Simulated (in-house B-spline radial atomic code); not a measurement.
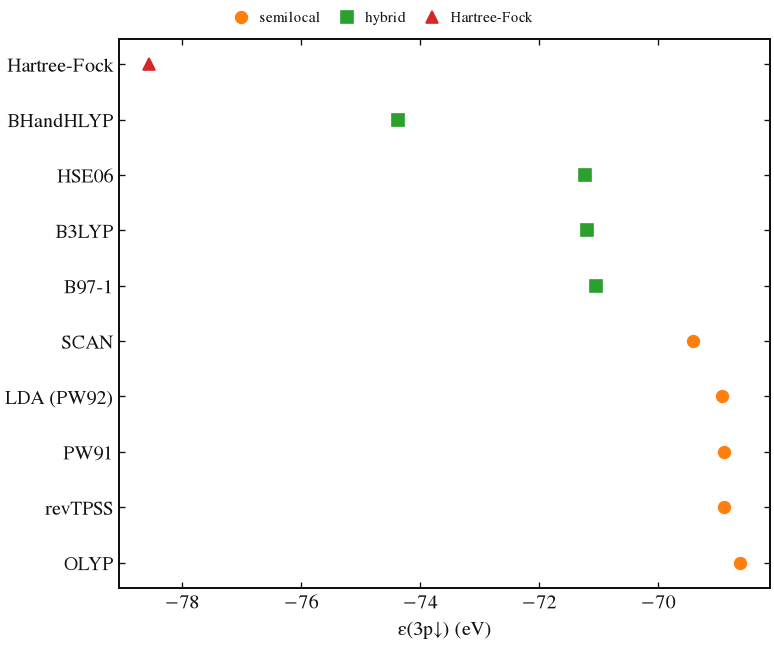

System: Mn²⁺ (Z = 25, 23 electrons), configuration [Ar] 3d5 (high spin). All runs are scalar-relativistic, spin-polarised and spherical, computed with an in-house B-spline radial code (spin-free X2C). Hartree-Fock is the average over the configuration. The plot shows the eigenvalue (eV) of the 3p down orbital by 10 methods.

Q: Rank the methods.

A: The deepest is Hartree-Fock (−78.6) and the shallowest OLYP (−68.6), a spread of 9.95 eV. In order (eV): Hartree-Fock (−78.6), BHandHLYP (−74.4), HSE06 (−71.2), B3LYP (−71.2), B97-1 (−71.0), SCAN (−69.4), LDA (PW92) (−68.9), PW91 (−68.9), revTPSS (−68.9), OLYP (−68.6). On the whole, exact exchange removes self-interaction and deepens occupied levels.
